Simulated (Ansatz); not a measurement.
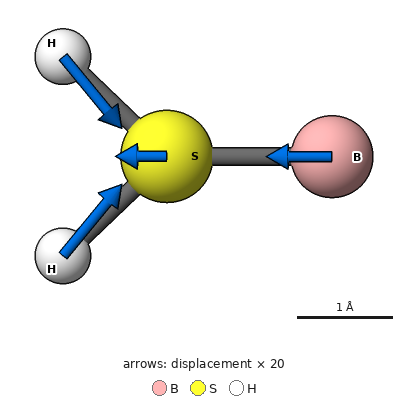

A relaxation of BH₂S (charge −1). The starting structure is drawn; blue arrows show the displacements, 20 times their true length. The two geometries are superimposed by the best rigid fit.

A ball-and-stick model, seen face on.

It is one of the separated reactants of a reaction.

These are results of RKS PBE0-D4/def2-TZVPD (Ansatz 0.2.0), not measurements. Set-up: force threshold 0.005 eV/Å; at most 200 steps.

Atoms of which element are displaced furthest, and by how much?

Hydrogen: up to 0.050 Å, against 0.035 Å for boron.

What happened in the run?

The energy falls by 0.052 eV in 4 geometry steps. Largest force component: 0.65 eV/Å at the start, 0.0017 eV/Å at the end. The largest moves after the best rigid fit, 0.050 Å, are those of H atoms. By element the largest moves are H 0.050 Å, B 0.035 Å, S 0.028 Å. Some distances before and after: H–S 1.519 → 1.449 Å, B–S 1.744 → 1.737 Å.
